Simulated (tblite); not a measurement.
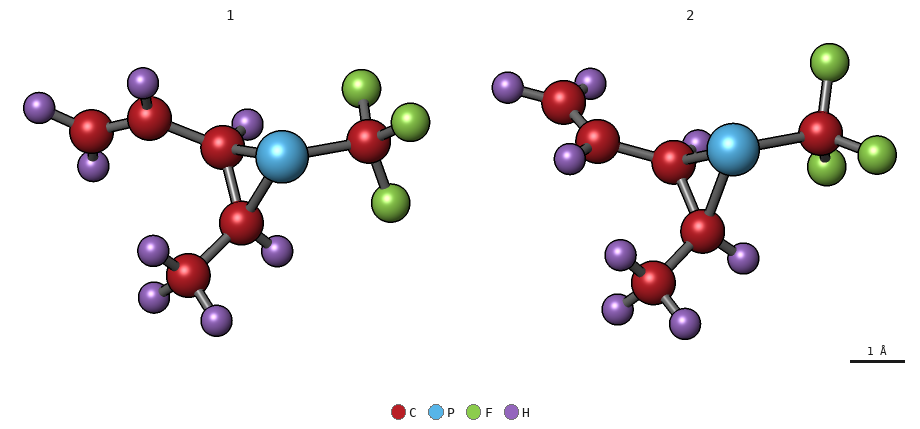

Two geometries of C6H8F3P, drawn at one scale. One is the start of a relaxation, the other its converged end. A ball-and-stick model, seen at a tilt.

All numbers below come from GFN2-xTB geometry optimisation, gas phase (tblite). 

**Which geometry has the lower energy?**

Structure 2 is the relaxed one. The energy falls by 73.5 kJ/mol in 191 geometry steps. An H atom moves most after the best rigid fit: 1.70 Å. By element the largest moves are H 1.70 Å, F 1.17 Å, C 0.65 Å, P 0.22 Å. Among the contacts that change: C–P 1.773 → 1.902 Å, C–P 1.840 → 1.877 Å, C–P 1.824 → 1.853 Å, C–C 1.484 → 1.509 Å. Among the angles between lasting bonds that change: P–C–F 107.4° → 116.2°, F–C–F 113.1° → 106.3°, C–P–C 103.8° → 98.3°. Groups turn about C–C by about 75°, C–P by about 50°. Cost: 1.2 s on 1 thread of Intel(R) Xeon(R) 6975P-C, with other jobs on the host.
